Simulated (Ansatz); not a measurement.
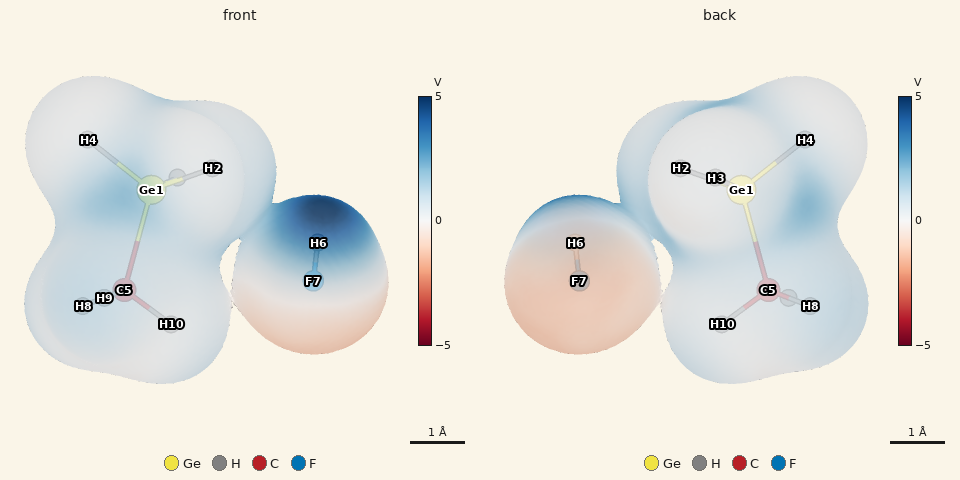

*CH6Ge···HF. The electrostatic potential painted on the density surface at 0.004 e/bohr³, seen from the front and from behind; the colour scale runs from red (negative) to blue (positive).*

The calculation used Ansatz, RHF/def2-SVP.

The calculation's input:

```
crystal:
  periodic: [false, false, false]
  atoms:
    - { symbol: Ge, position_ang: [-0.86864, 0.043174, -0.388504] }
    - { symbol: H, position_ang: [-0.655726, 1.541218, -0.212037] }
    - { symbol: H, position_ang: [-0.513978, -0.330884, -1.832017] }
    - { symbol: H, position_ang: [-2.367042, -0.223816, -0.166355] }
    - { symbol: C, position_ang: [0.207886, -0.955709, 0.904846] }
    - { symbol: H, position_ang: [1.126478, 1.95498, -0.805072] }
    - { symbol: F, position_ang: [1.824858, 1.415231, -0.960825] }
    - { symbol: H, position_ang: [0.069835, -2.029012, 0.767049] }
    - { symbol: H, position_ang: [-0.084634, -0.701277, 1.924389] }
    - { symbol: H, position_ang: [1.261064, -0.714005, 0.768528] }
basis:
  gaussian: { orbitals: def2-SVP }
hamiltonian:
  xc: hf
relax:
  f_tol: 0.03
  max_steps: 50
output:
  orbitals: {}
```

Command:

```sh
ansatz run input.yaml --threads 2 --pin off --max-ram 3072MiB --backend cpu --events-out ev --progress --plain --runs-dir out
```

The fields are those of the relaxed geometry.

Where is the surface potential most negative and most positive?

The most negative region (about −1.3 V) lies over F7, the most positive (about +4.8 V) over H6.
